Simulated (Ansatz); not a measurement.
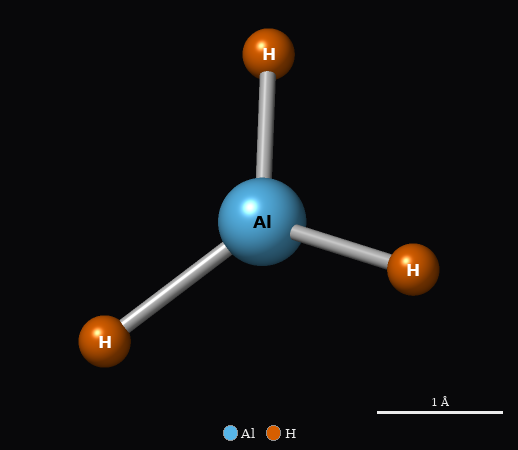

A ball-and-stick model of a molecule. Every bond is drawn as one stick, whatever its order.

The geometry was computed by an optimisation with PBE0-D4/def2-TZVP.

> Count the atoms of each element.

AlH₃, 4 atoms: 1 aluminium and 3 hydrogen.

> How many sets of symmetry-equivalent atoms are there?

2: 1 Al, 3 H.

> Count the bonded pairs by element.

3 Al–H. Sticks follow a distance rule.

> Give the symmetry (Schoenflies symbol).

D3h.

More results for the same structure follow; atom numbers are the same in all pictures, views and colours differ.

**Thermal motion**

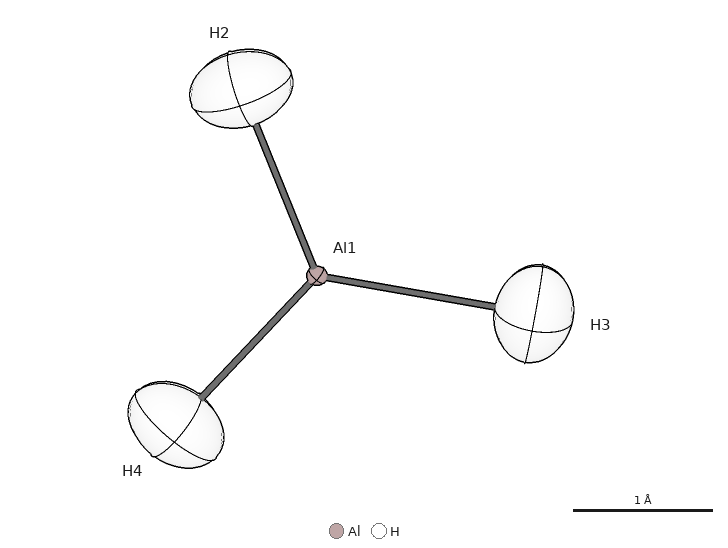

Displacement ellipsoids at the 50 % level, enlarged 2 times, from the internal vibrations of the free molecule (harmonic, no overall translation or rotation; no half-axis is drawn under 0.075 Å). Vibrations computed with RKS PBE0-D4/def2-TZVP (Ansatz 0.2.0). Temperature: 400 K.

> Which atom has the largest mean-square displacement?

H2, H3, H4, with U_eq = 0.0106 Å².

> Does H2 move more along its bond or across it?

Across it: the root-mean-square amplitude is 0.092 Å along the bond and up to 0.123 Å across, since bending and torsion are softer than stretching.

Give the displacement parameters, one line for each set of equivalent atoms.

```tsv
atom	U_eq (Å²)	rms amplitudes (Å)
Al1	0.00008	0.008, 0.008, 0.010
H2, H3, H4	0.0106	0.091, 0.092, 0.123
```

**Charges**

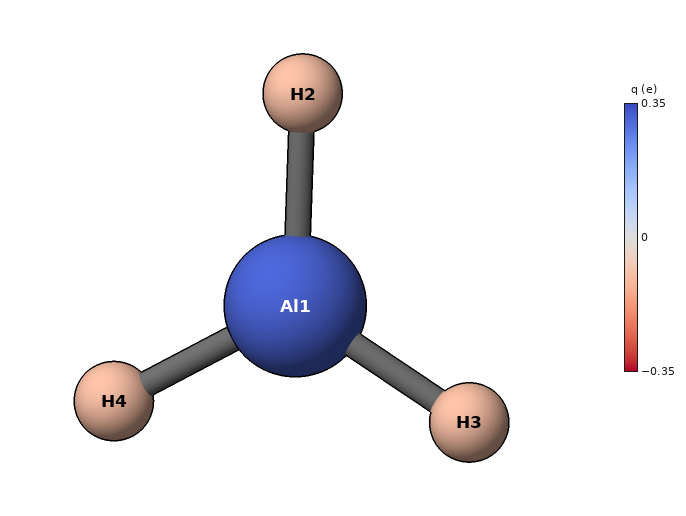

Atoms are coloured by their Mulliken charges. Properties computed with RKS PBE0-D4/def2-TZVP (Ansatz 0.2.0).

Give the Mulliken charges atom by atom.

```tsv
atom	value (e)
Al1	0.31
H2	−0.10
H3	−0.10
H4	−0.10
```

**Electronic properties**

Level of theory: RKS PBE0-D4/def2-TZVP (Ansatz 0.2.0).

> What is the harmonic zero-point energy?

48.3 kJ/mol.

**Vibrations**

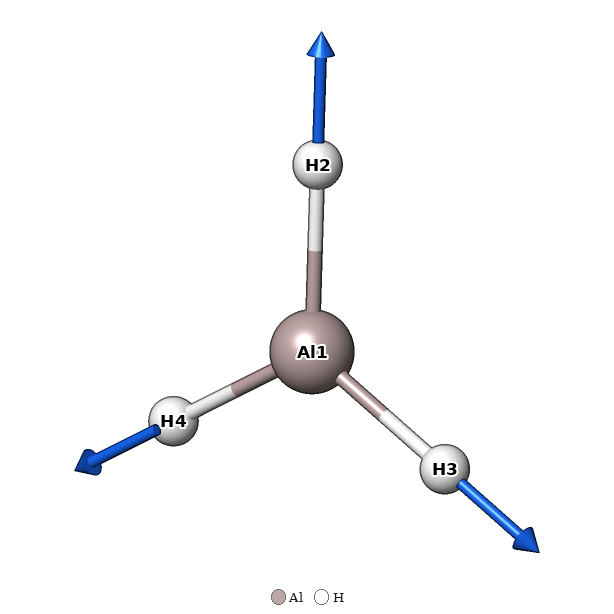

The arrows show one normal mode. Harmonic vibrations computed with RKS PBE0-D4/def2-TZVP (Ansatz 0.2.0) at a stationary point of the same level.

> What kind of motion is it?

Mostly in-phase stretching of 3 Al–H bonds.

> At what wavenumber does it lie?

1925 cm⁻¹; it is mode 4 of 6 counted from the lowest.

Mulliken values depend strongly on the basis set and can even reverse the polarity of a bond.
